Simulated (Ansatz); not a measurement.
**C₃H₈AlF (SMILES C[CH2][Al]([CH3])[F]): density, localisation and related maps**

```yaml
atoms:
  - { symbol: C, position_ang: [0.4317, 2.0030, -0.7761] }
  - { symbol: C, position_ang: [0.8860, 1.5023, 0.6043] }
  - { symbol: C, position_ang: [-0.3125, -1.6753, -0.2030] }
  - { symbol: Al, position_ang: [0.5382, -0.3861, 0.9875] }
  - { symbol: F, position_ang: [1.0374, -0.9514, 2.4859] }
  - { symbol: H, position_ang: [0.9219, 1.4498, -1.5949] }
  - { symbol: H, position_ang: [-0.6553, 1.8814, -0.9191] }
  - { symbol: H, position_ang: [0.6586, 3.0718, -0.9289] }
  - { symbol: H, position_ang: [1.9704, 1.6762, 0.7413] }
  - { symbol: H, position_ang: [0.4122, 2.0989, 1.4073] }
  - { symbol: H, position_ang: [-1.0861, -2.2615, 0.3214] }
  - { symbol: H, position_ang: [-0.7779, -1.1986, -1.0810] }
  - { symbol: H, position_ang: [0.4310, -2.4020, -0.5767] }
```

Geometry: B3LYP-D3(BJ)/def2-SVP.

Computed with isolated molecule in a Gaussian basis; Kohn-Sham density functional theory, functional PBE0 in Ansatz 0.2.0.

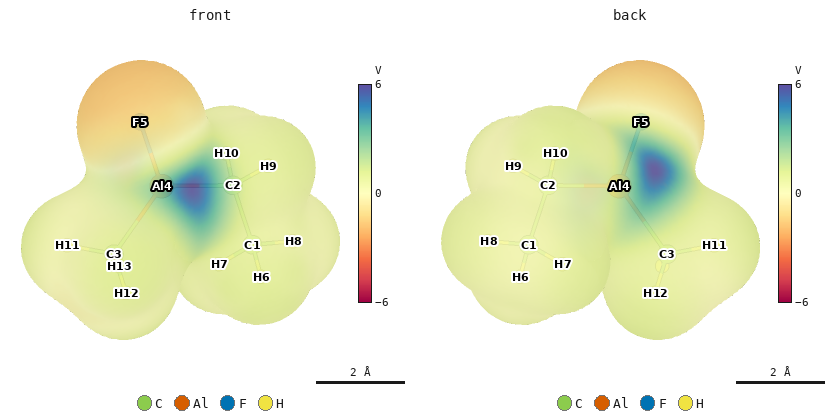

Figure 1. The electrostatic potential painted on the density surface at 0.004 e/bohr³, seen from the front and from behind; red is negative and blue positive.

Which sites attract a positive test charge, and which a negative one?

Answer. A positive charge is drawn to the negative regions and a negative charge to the positive ones. The most negative region (about −1.7 V, or −39 kcal/mol for a unit charge) lies over F5, the most positive (about +5.4 V, or +125 kcal/mol for a unit charge) over Al4.

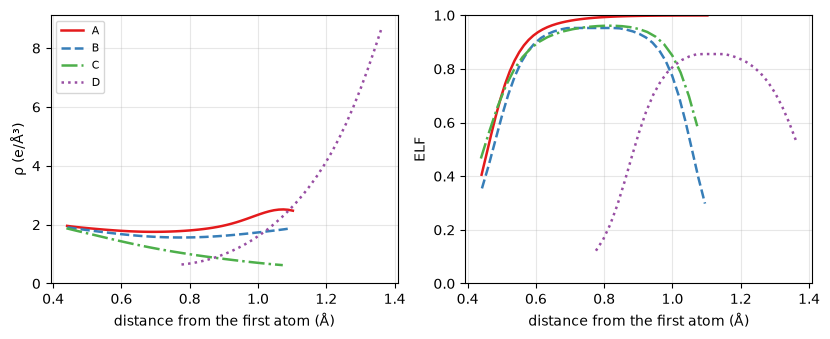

Figure 2. Electron density and ELF along straight lines between neighbouring atoms. The curves leave out the atomic cores.

Which curve belongs to which contact (Al–F, C–Al, C–C and C–H)? The first atom named is at distance zero.

Answer. Curve A: C–H (1.10 Å): ρ at the midpoint is about 1.8 e/Å³; the ELF climbs to about 1 towards the hydrogen, as it does in any bond to H (an ordinary covalent bond to hydrogen). Curve B: C–C (1.54 Å): the density is about 1.6 e/Å³ at the midpoint; the ELF peaks at about 0.95 between the atoms, as expected for localised, covalent bonding. Curve C: C–Al (1.95 Å): ρ is about 0.73 e/Å³ halfway; the ELF peaks at about 0.95 between the atoms (a polar covalent bond). Curve D: Al–F (1.68 Å): the density is about 0.77 e/Å³ at the midpoint; the ELF peaks at about 0.85 in the valence shell of F, 0.6 Å from its nucleus, and is about 0.30 at the midpoint.

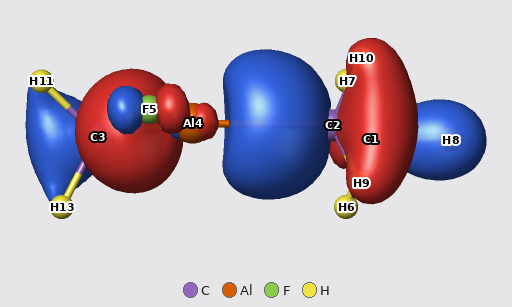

Figure 3. One frontier orbital at ±0.15 Å⁻³ᐟ² (red and blue are the two phases), seen from one side.

Which orbital is it: HOMO or LUMO?

Answer. The HOMO, at −7.61 eV. It lies mainly on C2 (about 35 %), C3 (about 20 %), Al4 (about 20 %) and C1 (about 5 %).
